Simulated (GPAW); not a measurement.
# Quasiparticle gap of CdTe (F-43m) in GPAW, part 2 of 2

Wanted: ground state, empty states, screening and self-energy for CdTe (F-43m).

GPAW 26.7.0; LDA and many-body steps on it, plane waves. Known limits of the many-body steps: not at the basis limit; no spin-orbit coupling; coarse k mesh.

So far. Step 3 (Bands along the symmetry lines): The gap is 0.608 eV, as in the run before at this level. Step 4 (Empty states on the mesh, 4×4×4 mesh, 786 bands): On this mesh the gap is 0.608 eV.

The database entry behind the starting cell differs from later determinations by our own check (an axis about 1.1 % short against later determinations), so it need not match the best structure at ambient conditions.

**5. Screening and self-energy, 4×4×4 mesh, 361 bands, screening to 180 eV**

Now the one-shot GW correction: screening in the RPA, then the self-energy of the levels asked for.

This step: G0W0 on LDA, plane waves, PAW.

File run.py:

```python
import json
import numpy as np
from gpaw.mpi import world
from gpaw.response.g0w0 import G0W0

gw = G0W0('full.gpw',
    filename='gw',
    kpts=[0],
    bands=(7, 11),
    ecut=180,
    nbands=361,
    integrate_gamma='WS',
    ppa=True)
gw.calculate()
res = {mode: {k: v for k, v in r.items() if k != 'sigma_eskwn'}
       for mode, r in gw.all_results.items()}

if world.rank == 0:
    with open('result.json', 'w') as f:
        json.dump(res, f, default=lambda x: x.tolist())
```

Started as:

```bash
mpirun -n 4 gpaw python run.py
```

Numbers of over 12 decimals in the logs are rounded to 6 here.

Output:

```text
Using integrator: PointIntegrator
FrequencyGridDescriptor(from 0.000+0.000j to 0.000+27.211j eV, 2 points)
Nonperiodic BCs:  [False False False]
Using integrator: PointIntegrator
FrequencyGridDescriptor(from 0.000+0.000j to 0.000+27.211j eV, 2 points)
Nonperiodic BCs:  [False False False]
  ___  _ _ _
 |   || | | |
 | | || | | |
 |__ ||_____|
 |___|

BZ k-points: Symmetries present (total): 24

  [... matrices ...]
64 k-points: 4 x 4 x 4 Monkhorst-Pack grid + [1/8,1/8,1/8]
8 k-points in the irreducible part of the Brillouin zone
       k-points in crystal coordinates                weights
   0:     0.00000000    0.00000000    0.00000000          1/64
   1:     0.25000000    0.25000000    0.00000000          6/64
   2:     0.25000000    0.25000000    0.25000000          8/64
   3:     0.50000000    0.25000000   -0.25000000          6/64
   4:     0.50000000    0.25000000    0.25000000         12/64
   5:     0.50000000    0.50000000    0.00000000          3/64
   6:     0.50000000    0.50000000    0.25000000         24/64
   7:     0.50000000    0.50000000    0.50000000          4/64

Distributing spins, k-points and bands (1 x 1 x 4) over 4 processes
Number of blocks: 1

Quasi particle states:
k-points (IBZ indices): [0]
Band range: (7, 11)
  [... matrices ...]
Computational parameters:
Plane wave cut-off: 180 eV
Number of bands: 361
Coulomb cutoff: None
Broadening: 0.1 eV

fxc modes: GW
Kernel: RPA
Using Godby-Needs plasmon-pole approximation:
  Fitting energy: i*E0, E0 = 1.000 Hartree
Summing all q:

Calculating screened Coulomb potential
No Coulomb truncation
FrequencyGridDescriptor(from 0.000+0.000j to 0.000+27.211j eV, 2 points)
Removing empty qpoint cache files...

Calculating chi0 body with:
    Ground state adapter containing:
    Number of spins: 1
    Number of kpoints: 64
    Number of irreducible kpoints: 8
    Number of completely occupied states: 9
    Number of partially occupied states: 9
    Occupied states memory: 1.8984375 M / cpu

    Linear response parametrization:
    q_c: [0.0, 0.0, 0.0]
    Number of frequency points: 2
    Planewave cutoff: 180.0
    Number of bands: 361
    Number of planewaves: 339
    Broadening (eta): 1e-06
    comm.size: 4
    kncomm.size: 4
    blockcomm.size: 1

    Memory estimate of potentially large arrays:
        chi0_wGG: 3.507111 M / cpu
Integrating chi0 body.

Symmetries of q_c:
    Direct symmetries (Uq -> q): 24
    Indirect symmetries (TUq -> q): 24
In total 48 allowed symmetries.

  [... matrices ...]
8 groups of equivalent kpoints. 87.5% reduction.

Integral kind: response function
Integrating chi0 head and wings.

Symmetries of q_c:
    Direct symmetries (Uq -> q): 24
    Indirect symmetries (TUq -> q): 24
In total 48 allowed symmetries.

  [... matrices ...]
8 groups of equivalent kpoints. 87.5% reduction.

Integral kind: response function wings

Calculating chi0 body with:
    Ground state adapter containing:
    Number of spins: 1
    Number of kpoints: 64
    Number of irreducible kpoints: 8
    Number of completely occupied states: 9
    Number of partially occupied states: 9
    Occupied states memory: 1.8984375 M / cpu

    Linear response parametrization:
[... the further q-points ...]

Results:
f:      Occupation numbers
eps:     KS-eigenvalues [eV]
vxc:     KS vxc [eV]
exx:     Exact exchange [eV]
sigma:   Self-energies [eV]
dsigma:  Self-energy derivatives
Z:       Renormalization factors
qp:      QP-energies [eV]

k-point 0 (0): (0.000, 0.000, 0.000)                GW
band       f     eps     vxc     exx   sigma  dsigma       Z      qp
                                                                   GW
   7   1.000   3.777 -16.571 -18.178   1.194  -0.264   0.791   3.451
   8   1.000   3.777 -16.571 -18.178   1.194  -0.264   0.791   3.451
   9   0.000   4.385 -13.972  -9.625  -3.590  -0.245   0.803   4.993
  10   0.000   8.267 -11.406  -6.804  -4.175  -0.256   0.796   8.607
```

It took 1.8 min on 4 MPI ranks of Intel Xeon 6975P-C (Granite Rapids), shared host; peak memory 1.6 GiB.

Numbers from this step:

| Item | Value |
| --- | --- |
| G0W0 gap on the points computed | 1.542 eV |
| least direct G0W0 gap on the computed points | 1.542 eV |
| Z at the valence top | 0.7909 |
| Z at the conduction bottom | 0.8031 |
| starting gap on the mesh | 0.6080 eV |
| k of the valence top | 0, 0, 0 |
| k of the conduction bottom | 0, 0, 0 |

The gap on the mesh goes from 0.61 eV to 1.54 eV, a correction of +0.93 eV.

Limits: finite bands, cutoff and mesh; no spin-orbit coupling; coarse k mesh. v1 is the top filled band, c1 the lowest empty one. The levels before and after the correction (eV, zero at the valence-band top of each column):

```tsv
	conduction bottom	valence top
Kohn-Sham	0.61	0.00
G0W0	1.54	0.00
```

```tsv
	level	energy (eV)
Kohn-Sham	Γ v2-v1	0.000
Kohn-Sham	Γ c1	0.608
Kohn-Sham	Γ c2	4.490
G0W0	Γ v2-v1	0.000
G0W0	Γ c1	1.542
G0W0	Γ c2	5.156
```

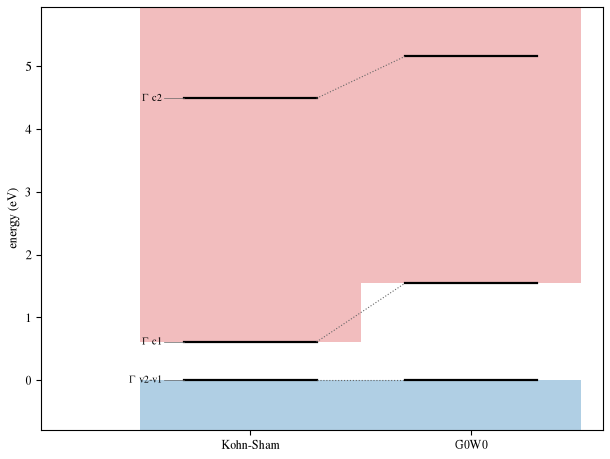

Levels before and after the correction. Shaded: valence and conduction bands.

**6. Where the time went**

Times are wall times on 4 MPI ranks of Intel Xeon 6975P-C (Granite Rapids), shared host, good to a factor of about two.

```tsv
step	time	share	memory (GiB)
ground state	3.8 s	3 %	0.6
bands along the symmetry lines	5.7 s	4 %	0.72
empty states on the mesh	7.2 s	6 %	1.4
screening and self-energy	1.8 min	87 %	1.6
```

**7. What came out**

| Property | Result |
| --- | --- |
| LDA gap | 0.61 eV, direct |
| G0W0 gap on the mesh | 1.54 eV |
| GW settings | 4×4×4 mesh, 361 bands, screening to 180 eV, Godby-Needs plasmon pole |
| known limits | not at the basis limit; no spin-orbit coupling; coarse k mesh |

In words: G0W0 moves the gap on the mesh from 0.61 eV to 1.54 eV (+0.93 eV), with Z of 0.79 and 0.80 at the edges. Only 1 of the mesh's irreducible points was corrected, so a valley elsewhere could overtake. The dearest step here is «screening and self-energy». Bands and cutoff are finite, so the gap is not at the basis limit. The miss can reach some tenths of an eV and take either sign; the mesh is an error of its own. These stock PAW sets were not made for GW; the filled d or f shell of Te lies in the frozen core, which bears on start and correction. In the G0W0 run levels were corrected at 1 k point alone, so a gap called «on the mesh» is the least over those, and an edge elsewhere would be missed. The 4×4×4 mesh is coarse for this cell, which bears on the long-range parts of exchange and screening. The many-body steps are scalar-relativistic: spin-orbit coupling is not in them.

[Paths, hosts, dates, memory and timing lines, banners, echoed tables and standing remarks are left out of the program output.]

[Logs are printed without paths, hosts, clocks, repeated set-up lines and the standing remarks that a program may print on its own settings, such as how far it seeks lower states.]

[Runs of the session that timed out or met a known fault of the program may be left out.]

[Hosts, paths, dates, database ids (printed as entryN), source tags and the programs' standing remarks are cut or masked in the printed files.]
